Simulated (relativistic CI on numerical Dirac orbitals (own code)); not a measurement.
# Ni⁺: one ion under different settings

Aim: see what numerical and physical settings do to the SCF, the total energy and the lowest levels of Ni⁺.

The numbers are computed with relativistic CI on numerical Dirac orbitals (own code) version 3 (Dirac-Coulomb-Breit CI, KLI orbitals optimised for each configuration, model QED (radiative potential, 1s self-energy scaled to tabulated hydrogen-like ionisation energies), numerical settings as typed), except any that are marked as measured or tabulated.

## Step 1: The atom as given

- ion: Ni⁺ (Ni II)
- nuclear charge: 28
- electrons: 27
- isotope: A = 58

## Step 2: The usual input

Settings, as recorded:

```ini
atom Ni  Z=28  charge=1  electrons=27
nucleus A=58  rms_radius_fm=3.7757
hamiltonian dirac-coulomb  breit=on  qed=on  c_scale=1
orbitals kli  potential=per-configuration
slater_scale 1
correlation none
mixing on
grid step=0.0125 r_max=51.4
scf mixing=0.4 start=green max_iterations=150 tolerance=2e-08 node_fill=0.05
configurations
  [Ar] 3d9
end
```

On the command line:

```sh
$ python run_levels.py task.json out
```

The settings of every run stand in task.json; they run in order.

## Step 3: Start potential bare, tolerance 1e-05

Settings: those of step 2 with these lines changed.

```diff
@@ -8,3 +8,3 @@
 grid step=0.0125 r_max=51.4
-scf mixing=0.4 start=green max_iterations=150 tolerance=2e-08 node_fill=0.05
+scf mixing=0.4 start=bare max_iterations=150 tolerance=1e-05 node_fill=0.05
 configurations
```

## Step 4: Iteration limit 30

Settings: those of step 3 with these lines changed.

```diff
@@ -8,3 +8,3 @@
 grid step=0.0125 r_max=51.4
-scf mixing=0.4 start=bare max_iterations=150 tolerance=1e-05 node_fill=0.05
+scf mixing=0.4 start=green max_iterations=30 tolerance=2e-08 node_fill=0.05
 configurations
```

## Step 5: Iteration limit 20, speed-of-light factor 10, grid step 0.04

Settings, as recorded:

```ini
atom Ni  Z=28  charge=1  electrons=27
nucleus A=58  rms_radius_fm=3.7757
hamiltonian dirac-coulomb  breit=on  qed=on  c_scale=10
orbitals kli  potential=per-configuration
slater_scale 1
correlation none
mixing on
grid step=0.04 r_max=51.4
scf mixing=0.4 start=green max_iterations=20 tolerance=2e-08 node_fill=0.05
configurations
  [Ar] 3d9
end
```

## Step 6: Tolerance 1e-10, Breit term off, node fill 0

Settings, as recorded:

```ini
atom Ni  Z=28  charge=1  electrons=27
nucleus A=58  rms_radius_fm=3.7757
hamiltonian dirac-coulomb  breit=off  qed=on  c_scale=1
orbitals kli  potential=per-configuration
slater_scale 1
correlation none
mixing on
grid step=0.0125 r_max=51.4
scf mixing=0.4 start=green max_iterations=150 tolerance=1e-10 node_fill=0
configurations
  [Ar] 3d9
end
```

## Step 7: Speed-of-light factor 0.2

Settings, as recorded:

```ini
atom Ni  Z=28  charge=1  electrons=27
nucleus A=58  rms_radius_fm=3.7757
hamiltonian dirac-coulomb  breit=on  qed=on  c_scale=0.2
orbitals kli  potential=per-configuration
slater_scale 1
correlation none
mixing on
grid step=0.0125 r_max=51.4
scf mixing=0.4 start=green max_iterations=100 tolerance=2e-08 node_fill=0.05
configurations
  [Ar] 3d9
end
```

## Step 8: Node fill 50

Settings, as recorded:

```ini
atom Ni  Z=28  charge=1  electrons=27
nucleus A=58  rms_radius_fm=3.7757
hamiltonian dirac-coulomb  breit=on  qed=on  c_scale=1
orbitals kli  potential=per-configuration
slater_scale 1
correlation none
mixing on
grid step=0.0125 r_max=51.4
scf mixing=0.4 start=green max_iterations=60 tolerance=2e-08 node_fill=50
configurations
  [Ar] 3d9
end
```

(Steps that only read results are left out.)

Before running it: what results should come out? Wanted: lowest level, usual settings; total energy; first excitation.

As calculated:

| setting | total energy less usual (Ha) | largest shift of a level among the lowest eight of both runs, same label and place (cm⁻¹) | SCF iterations | time | lowest level | kind of change |
| --- | --- | --- | --- | --- | --- | --- |
| usual | 0 | 0 | 12 | 0.092 s | 3d9 2D5/2 | - |
| start potential bare, tolerance 1e-05 | -1.93e-07 | 0.0103 | 17 | 0.11 s | 3d9 2D5/2 | numerical |
| iteration limit 30 | 0 | 0 | 12 | 0.093 s | 3d9 2D5/2 | numerical |
| iteration limit 20, speed-of-light factor 10, grid step 0.04 | 11.7 | 1430 | 12 | 0.037 s | 3d9 2D5/2 | unphysical constant |
| tolerance 1e-10, Breit term off, node fill 0 | -0.601 | 97.0 | 15 | 0.093 s | 3d9 2D5/2 | model term |
| speed-of-light factor 0.2 | -783 | 4910 | 14 | 0.1 s | 3d9 2D5/2 | unsound |
| node fill 50 | 0.429 | 832 | 12 | 0.094 s | 3d9 2D5/2 | unsound |

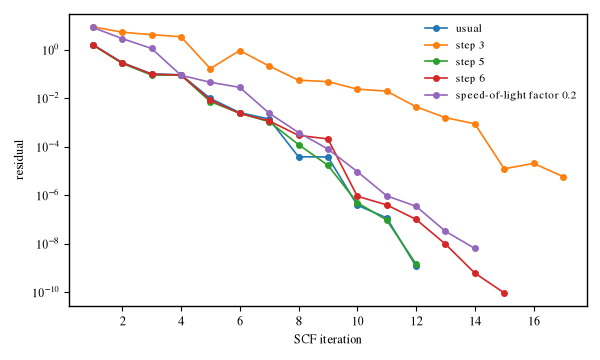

Residual of the first configuration's SCF.

| quantity | value |
| --- | --- |
| lowest level, usual settings | 3d9 2D5/2 |
| total energy | -1518.0504 Ha |
| first excitation | 1450.1 cm⁻¹ |

In words: Among the runs whose levels can be followed, they move most under «speed-of-light factor 0.2» (unsound), by up to 4910 cm⁻¹. No visible change in the result comes from «start potential bare, tolerance 1e-05» or «iteration limit 30». Only the listed configurations are in the model. In a near-neutral ion this small CI can misplace whole configurations by 10,000 cm⁻¹ or more.
